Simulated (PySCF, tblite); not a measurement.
# C₄H₂F₃NO: a rotation path, then NMR shifts on frames, part 2 of 2

tblite 0.8.0 and PySCF 2.14.0. Atoms count from 0.

**5. Shielding tensors: image 4, PBE0/pcSseg-1**

What the job is given:

```
{"job": {"kind": "nmr", "xc": "PBE0", "basis": "pcSseg-1", "pop": false}, "charge": 0, "multiplicity": 1}
N      3.815300     0.163700    -0.410100
C      2.745300    -0.233500    -0.317100
C      1.444300    -0.755400    -0.190900
C      0.357400     0.012200    -0.253600
F      0.426600     1.328400    -0.466300
O     -0.890900    -0.471900    -0.087400
C     -1.990100     0.318300    -0.303600
F     -2.730000     0.350200     0.814000
F     -2.749100    -0.247300    -1.255200
H      1.338600    -1.815800    -0.027100
H     -1.761900     1.353800    -0.603900
```

Method: GIAO PBE0/pcSseg-1 NMR shielding, non-relativistic, gas phase.

Standard output:

```text
coarse grid: 10992 points
cycle   1  E = -582.1368950218  dE =  1.745e+00  |g| = 1.049e+00  |ddm| = 3.167e+00
cycle   2  E = -581.7161551294  dE =  4.207e-01  |g| = 1.791e+00  |ddm| = 1.869e+00
cycle   3  E = -582.3266426271  dE = -6.105e-01  |g| = 3.233e-01  |ddm| = 1.413e+00
cycle   4  E = -582.3462772132  dE = -1.963e-02  |g| = 1.061e-01  |ddm| = 2.674e-01
cycle   5  E = -582.3482673078  dE = -1.990e-03  |g| = 3.996e-02  |ddm| = 9.096e-02
cycle   6  E = -582.3486063693  dE = -3.391e-04  |g| = 8.064e-03  |ddm| = 3.265e-02
cycle   7  E = -582.3486184371  dE = -1.207e-05  |g| = 2.468e-03  |ddm| = 6.194e-03
cycle   8  E = -582.3486196911  dE = -1.254e-06  |g| = 4.493e-04  |ddm| = 1.808e-03
final grid: 112592 points
cycle   9  E = -582.4311020480  dE = -4.194e-05  |g| = 9.723e-03  |ddm| = 2.335e-02
cycle  10  E = -582.4310855358  dE =  1.651e-05  |g| = 1.395e-02  |ddm| = 1.262e-02
cycle  11  E = -582.4311182427  dE = -3.271e-05  |g| = 1.173e-03  |ddm| = 7.639e-03
cycle  12  E = -582.4311184888  dE = -2.461e-07  |g| = 4.820e-04  |ddm| = 1.056e-03
cycle  13  E = -582.4311185277  dE = -3.881e-08  |g| = 1.636e-04  |ddm| = 3.668e-04
cycle  14  E = -582.4311185317  dE = -4.069e-09  |g| = 9.651e-05  |ddm| = 1.511e-04
cycle  15  E = -582.4311185336  dE = -1.875e-09  |g| = 1.049e-05  |ddm| = 7.185e-05
cycle  16  E = -582.4311185336  dE = -2.228e-11  |g| = 4.467e-06  |ddm| = 9.817e-06
converged SCF energy = -582.4311185336

GIAO shielding tensors (ppm)
atom      isotropic    diamagn.    paramagn.     s11        s22        s33       span
  0 N      -62.573     338.956    -401.529   -232.863   -189.699    234.841    467.704
  1 C       71.494     257.584    -186.089    -43.487    -35.828    293.799    337.286
  2 C      122.885     253.969    -131.084     63.370    144.091    161.194     97.824
  3 C       12.572     250.336    -237.763    -86.957     61.782     62.892    149.848
  4 F      252.783     474.633    -221.849    156.698    278.101    323.551    166.854
  5 O      142.798     400.374    -257.576     94.192    155.275    178.926     84.734
  6 C       67.907     238.039    -170.132     48.388     69.596     85.738     37.350
  7 F      268.451     469.426    -200.976    171.184    296.694    337.474    166.290
  8 F      268.580     468.253    -199.673    171.591    295.781    338.369    166.778
  9 H       27.242      28.413      -1.171     22.748     28.963     30.016      7.268
 10 H       24.500      27.570      -3.070     20.956     25.015     27.529      6.573
```

Run time: 16 s. Hardware: 1 thread of Arm Neoverse V1, shared host; peak memory 0.76 GiB.

This run: δ C3 174.4, C6 119.0, C1 115.4, C2 64.0, H10 7.22, H9 4.47 ppm.

**6. Nuclear shieldings: image 6, PBE0/pcSseg-1**

What the job is given:

```
{"job": {"kind": "nmr", "xc": "PBE0", "basis": "pcSseg-1", "pop": false}, "charge": 0, "multiplicity": 1}
N      3.815100     0.190300    -0.272700
C      2.744700    -0.216500    -0.256100
C      1.445200    -0.757200    -0.239500
C      0.351500     0.003300    -0.250000
F      0.405300     1.336000    -0.297800
O     -0.896100    -0.509500    -0.207900
C     -1.988000     0.309200    -0.342600
F     -2.537600     0.542800     0.861900
F     -2.902400    -0.344900    -1.066100
H      1.344400    -1.830600    -0.207700
H     -1.776800     1.279600    -0.822800
```

Level: GIAO PBE0/pcSseg-1 NMR shielding, non-relativistic, gas phase.

Standard output:

```text
coarse grid: 10992 points
cycle   1  E = -582.1394715881  dE =  1.745e+00  |g| = 1.050e+00  |ddm| = 3.165e+00
cycle   2  E = -581.7189544814  dE =  4.205e-01  |g| = 1.791e+00  |ddm| = 1.869e+00
cycle   3  E = -582.3291572361  dE = -6.102e-01  |g| = 3.239e-01  |ddm| = 1.414e+00
cycle   4  E = -582.3488971601  dE = -1.974e-02  |g| = 1.059e-01  |ddm| = 2.677e-01
cycle   5  E = -582.3508756281  dE = -1.978e-03  |g| = 3.996e-02  |ddm| = 9.091e-02
cycle   6  E = -582.3512149133  dE = -3.393e-04  |g| = 8.084e-03  |ddm| = 3.271e-02
cycle   7  E = -582.3512270543  dE = -1.214e-05  |g| = 2.474e-03  |ddm| = 6.206e-03
cycle   8  E = -582.3512283151  dE = -1.261e-06  |g| = 4.529e-04  |ddm| = 1.814e-03
final grid: 112592 points
cycle   9  E = -582.4315148695  dE = -3.689e-05  |g| = 9.523e-03  |ddm| = 2.353e-02
cycle  10  E = -582.4314990658  dE =  1.580e-05  |g| = 1.366e-02  |ddm| = 1.231e-02
cycle  11  E = -582.4315305194  dE = -3.145e-05  |g| = 1.174e-03  |ddm| = 7.428e-03
cycle  12  E = -582.4315307729  dE = -2.535e-07  |g| = 4.381e-04  |ddm| = 1.019e-03
cycle  13  E = -582.4315308048  dE = -3.194e-08  |g| = 1.427e-04  |ddm| = 3.355e-04
cycle  14  E = -582.4315308075  dE = -2.711e-09  |g| = 9.367e-05  |ddm| = 1.336e-04
cycle  15  E = -582.4315308093  dE = -1.779e-09  |g| = 1.052e-05  |ddm| = 6.884e-05
cycle  16  E = -582.4315308093  dE = -2.251e-11  |g| = 4.574e-06  |ddm| = 9.870e-06
converged SCF energy = -582.4315308093

GIAO shielding tensors (ppm)
atom      isotropic    diamagn.    paramagn.     s11        s22        s33       span
  0 N      -62.728     338.974    -401.702   -233.124   -189.648    234.588    467.713
  1 C       71.525     257.559    -186.033    -43.488    -35.756    293.821    337.309
  2 C      122.881     254.055    -131.173     62.863    144.459    161.322     98.459
  3 C       12.230     250.390    -238.160    -87.299     60.908     63.081    150.380
  4 F      249.324     474.802    -225.478    157.303    277.108    313.560    156.257
  5 O      141.949     400.190    -258.240     96.227    155.298    174.323     78.095
  6 C       67.609     237.360    -169.751     48.423     69.427     84.977     36.554
  7 F      260.529     470.704    -210.176    166.772    278.084    336.730    169.958
  8 F      276.897     467.507    -190.610    178.894    308.505    343.293    164.399
  9 H       27.227      28.341      -1.114     22.754     28.938     29.990      7.236
 10 H       24.542      27.334      -2.792     21.084     25.203     27.339      6.255
```

It took 16 s on 1 thread of Arm Neoverse V1, shared host; peak memory 0.75 GiB.

In short: δ C3 174.7, C6 119.3, C1 115.4, C2 64.0, H10 7.18, H9 4.49 ppm.

**7. Nuclear shieldings: image 8, PBE0/pcSseg-1**

What the job is given:

```
{"job": {"kind": "nmr", "xc": "PBE0", "basis": "pcSseg-1", "pop": false}, "charge": 0, "multiplicity": 1}
N      3.797100     0.210600    -0.114000
C      2.734500    -0.211400    -0.176100
C      1.441100    -0.760100    -0.251200
C      0.347000    -0.004200    -0.330600
F      0.394200     1.329500    -0.339100
O     -0.895300    -0.522400    -0.426400
C     -1.985300     0.308700    -0.361100
F     -2.301000     0.567200     0.922200
F     -3.013500    -0.352300    -0.891300
H      1.348600    -1.834200    -0.246100
H     -1.861900     1.271200    -0.887600
```

With the program's defaults for keys left out, this is: GIAO PBE0/pcSseg-1 NMR shielding, non-relativistic, gas phase.

Standard output:

```text
coarse grid: 10992 points
cycle   1  E = -582.1395653753  dE =  1.748e+00  |g| = 1.049e+00  |ddm| = 3.168e+00
cycle   2  E = -581.7204598300  dE =  4.191e-01  |g| = 1.788e+00  |ddm| = 1.870e+00
cycle   3  E = -582.3289054136  dE = -6.084e-01  |g| = 3.238e-01  |ddm| = 1.415e+00
cycle   4  E = -582.3486648478  dE = -1.976e-02  |g| = 1.055e-01  |ddm| = 2.675e-01
cycle   5  E = -582.3506201755  dE = -1.955e-03  |g| = 4.017e-02  |ddm| = 9.084e-02
cycle   6  E = -582.3509631379  dE = -3.430e-04  |g| = 8.084e-03  |ddm| = 3.296e-02
cycle   7  E = -582.3509752787  dE = -1.214e-05  |g| = 2.471e-03  |ddm| = 6.227e-03
cycle   8  E = -582.3509765357  dE = -1.257e-06  |g| = 4.611e-04  |ddm| = 1.824e-03
final grid: 112592 points
cycle   9  E = -582.4321634340  dE = -4.007e-05  |g| = 9.665e-03  |ddm| = 2.420e-02
cycle  10  E = -582.4321468880  dE =  1.655e-05  |g| = 1.390e-02  |ddm| = 1.256e-02
cycle  11  E = -582.4321794821  dE = -3.259e-05  |g| = 1.173e-03  |ddm| = 7.605e-03
cycle  12  E = -582.4321797338  dE = -2.517e-07  |g| = 4.402e-04  |ddm| = 1.016e-03
cycle  13  E = -582.4321797657  dE = -3.188e-08  |g| = 1.412e-04  |ddm| = 3.359e-04
cycle  14  E = -582.4321797684  dE = -2.726e-09  |g| = 9.180e-05  |ddm| = 1.314e-04
cycle  15  E = -582.4321797701  dE = -1.709e-09  |g| = 1.118e-05  |ddm| = 6.787e-05
cycle  16  E = -582.4321797702  dE = -1.978e-11  |g| = 4.978e-06  |ddm| = 1.075e-05
converged SCF energy = -582.4321797702

GIAO shielding tensors (ppm)
atom      isotropic    diamagn.    paramagn.     s11        s22        s33       span
  0 N      -62.639     339.080    -401.719   -232.751   -189.284    234.119    466.870
  1 C       71.525     257.737    -186.212    -43.516    -35.743    293.833    337.348
  2 C      122.477     254.315    -131.839     61.837    144.075    161.518     99.681
  3 C       11.873     250.463    -238.590    -87.786     60.102     63.304    151.090
  4 F      248.343     474.925    -226.582    155.602    275.942    313.485    157.883
  5 O      142.213     399.794    -257.581     96.145    156.928    173.567     77.422
  6 C       67.279     236.154    -168.875     48.994     69.554     83.288     34.294
  7 F      258.423     472.178    -213.755    169.902    266.312    339.054    169.153
  8 F      282.639     466.977    -184.338    188.247    312.973    346.699    158.452
  9 H       27.245      28.432      -1.187     22.818     28.908     30.009      7.191
 10 H       24.543      27.012      -2.469     21.142     25.013     27.475      6.333
```

It took 16 s on 1 thread of Arm Neoverse V1, shared host; peak memory 0.75 GiB.

Key values: δ C3 175.1, C6 119.6, C1 115.4, C2 64.4, H10 7.17, H9 4.47 ppm.

**8. Comparing the runs: NMR shifts**

Shifts (ppm) of some atoms, chosen among heavy atoms and hydrogens apart, with basis size and wall time:

```tsv
frame	C3	H10	H9	F4	F8	F7	O5	functions	time
image 0	174.9	7.18	4.47	-77.9	-87.5	-111.4	193.7	163	21 s
image 2	174.5	7.21	4.47	-81.5	-90.6	-106.8	193.1	163	16 s
image 4	174.4	7.22	4.47	-81.8	-97.6	-97.5	193.3	163	16 s
image 6	174.7	7.18	4.49	-78.4	-106.0	-89.6	194.1	163	16 s
image 8	175.1	7.17	4.47	-77.4	-111.7	-87.5	193.9	163	16 s
```

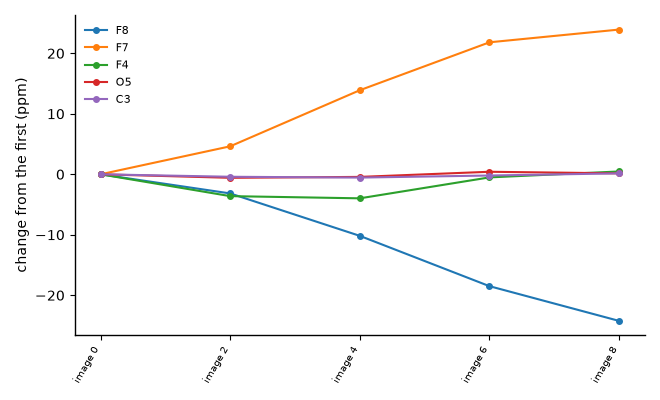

How five of the tabulated atoms move from run to run.

**9. What came out**

The summary covers parts 1 to 2.

| quantity | value |
| --- | --- |
| barrier | 0.009 eV (0.2 kcal/mol) at image 4 |
| end to end (GFN2-xTB) | 0.000 eV |
| 13C shifts against TMS (PBE0/pcSseg-1, image 0) | 174.9, 119.6, 115.4, 64.4 ppm |
| 1H shifts against TMS (PBE0/pcSseg-1, image 0) | 7.18, 4.47 ppm |
| 15N shifts against NH3 (PBE0/pcSseg-1, image 0) | 330.4 ppm |
| 19F shifts against CFCl3 (PBE0/pcSseg-1, image 0) | -77.9, -87.5, -111.4 ppm |
| 17O shifts against H2O (PBE0/pcSseg-1, image 0) | 193.7 ppm |
| surface potential, 1st and 99th percentile | -1.68 V and 2.04 V |
| range of the shift of F8 | -111.7 to -87.5 ppm |

**Reading.** Along the band the dihedral turns by 77°, and the top (dihedral -123°) lies 0.2 kcal/mol above the start (GFN2-xTB, rough), so at room temperature this motion is fast. The top was not checked by a frequency run. Shifts at one fixed geometry are not the observed spectrum, which averages over the motion. In the first frame run (image 0): Shielding is most anisotropic at N0 (span 467 ppm, paramagnetic term -402 ppm). At PBE0/pcSseg-1, counted by nearest atom on the grid, the HOMO lies on C2 29 %; N0 24 %, the LUMO on C3 37 %; C2 17 %. In ppm, F8 moves most: its shift spreads over 24.2 ppm, from -111.7 (image 8) to -87.5 (image 0).
